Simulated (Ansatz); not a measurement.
AlClF3H

Input

```
crystal:
  periodic: [false, false, false]
  atoms:
    - { symbol: Al, position_ang: [0.015344, -0.440852, -0.494297] }
    - { symbol: Cl, position_ang: [0.036976, -0.086185, 2.911423] }
    - { symbol: F, position_ang: [1.423869, 0.234704, -0.954152] }
    - { symbol: F, position_ang: [-1.415767, 0.177586, -0.963271] }
    - { symbol: F, position_ang: [0.046413, -1.8676, 0.364648] }
    - { symbol: H, position_ang: [0.038466, -1.313853, 2.41645] }
basis:
  gaussian: { orbitals: def2-SVP }
hamiltonian:
  xc: hf
relax:
  f_tol: 0.03
  max_steps: 50
output:
  orbitals: {}
```

Run with:

```sh
ansatz run input.yaml --threads 1 --pin off --max-ram 2048MiB --backend cpu --events-out ev --progress --plain --runs-dir out
```

The fields are those of the run's last geometry, not of the input's.

These are results of Ansatz 0.2.0, RHF/def2-SVP, not measurements.

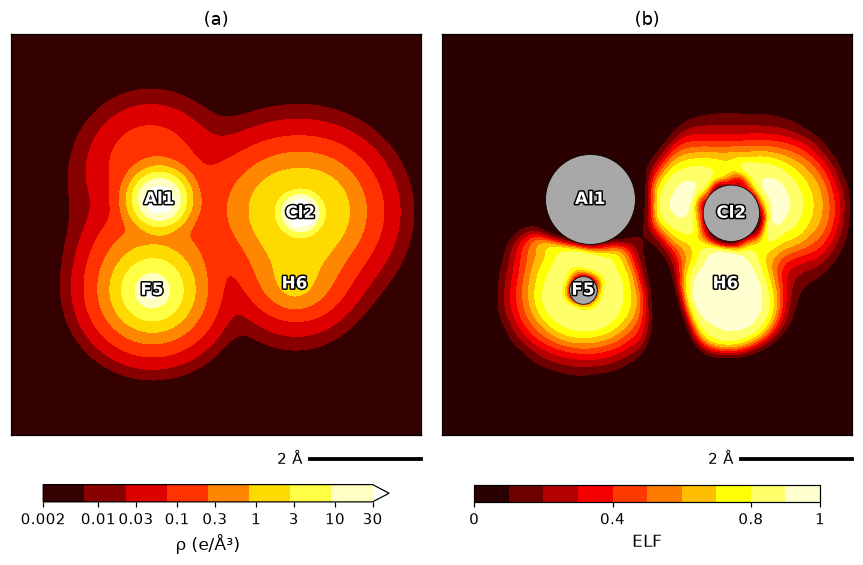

Figure 1. (a) total electron density; (b) electron localisation function on the plane of atoms Al1, Cl2 and H6. Grey discs cover the atomic cores in the ELF map.

What do the fields say about this system?

Answer. Atoms in the plane: Al, Cl, F and H. Al–F (1.65 Å): the density is about 0.81 e/Å³ at the midpoint; the ELF peaks at about 0.85 in the valence shell of F, 0.6 Å from its nucleus, and is about 0.20 at the midpoint. Al–Cl (2.55 Å): ρ at the midpoint is about 0.27 e/Å³, with its minimum of 0.15 e/Å³ about 1.0 Å from Al; the ELF peaks at about 0.95 in the valence shell of Cl, 0.9 Å from its nucleus, and is about 0.80 at the midpoint. Cl–H (1.28 Å): ρ is about 1.9 e/Å³ halfway; the ELF climbs to about 1 towards the hydrogen, as it does in any bond to H. The ELF also peaks beside F5 and Cl2, away from the bonds: lone-pair regions.

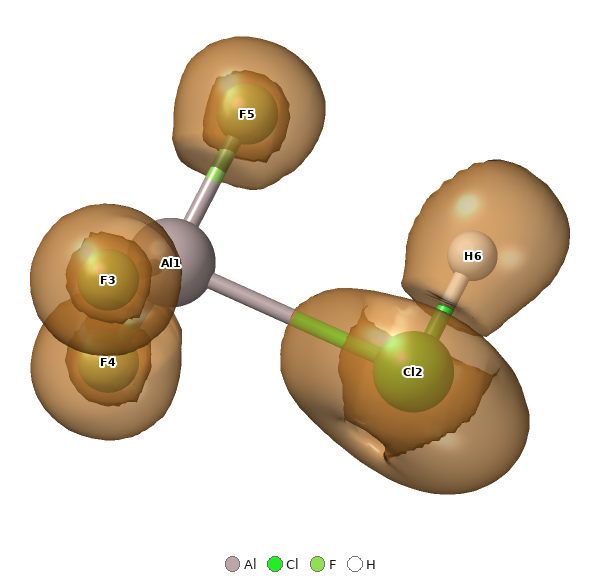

Figure 2. Isosurface of the ELF at 0.8 (orange), seen from one side. Only the valence region is drawn (cores and ρ < 0.01 e/Å³ removed).

Describe the localisation domains.

Answer. At this value the surface marks out one region around a hydrogen nucleus, one region on Cl in which the atom's valence shell and bonds are merged and three regions wrapped around F (the valence shell of each).


Al–F (1.64 Å): the ELF peaks at about 0.85 in the valence shell of F, 0.6 Å from its nucleus, and is about 0.30 at the midpoint.

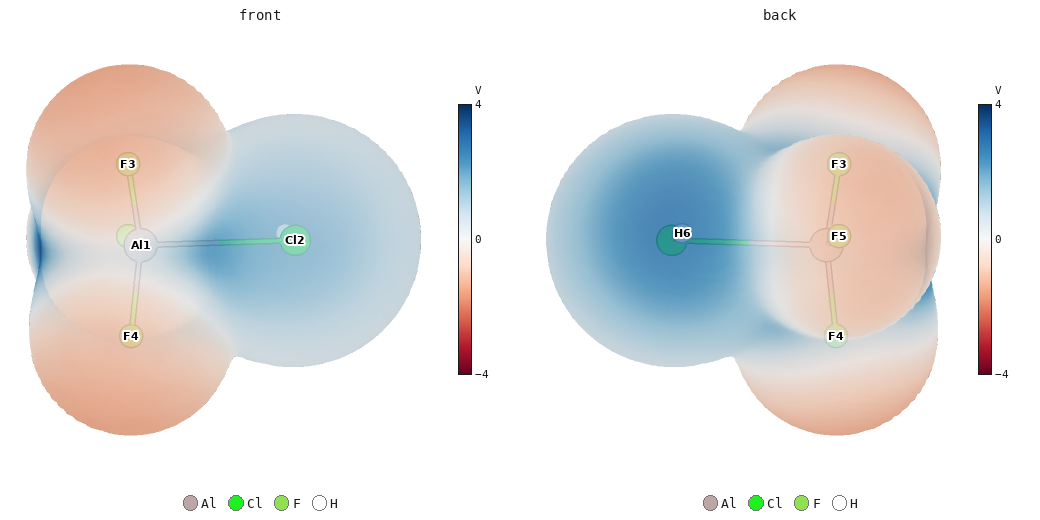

Figure 3. The molecular electrostatic potential painted on the density surface at 0.001 e/bohr³, seen from the front and from behind; the colour scale runs from red (negative) to blue (positive).

Which sites attract a positive test charge, and which a negative one?

Answer. A positive charge is drawn to the negative regions and a negative charge to the positive ones. The most negative region (about −1.5 V, or −35 kcal/mol for a unit charge) lies over F3 and F4, the most positive (about +3.7 V, or +85 kcal/mol for a unit charge) over Al1.
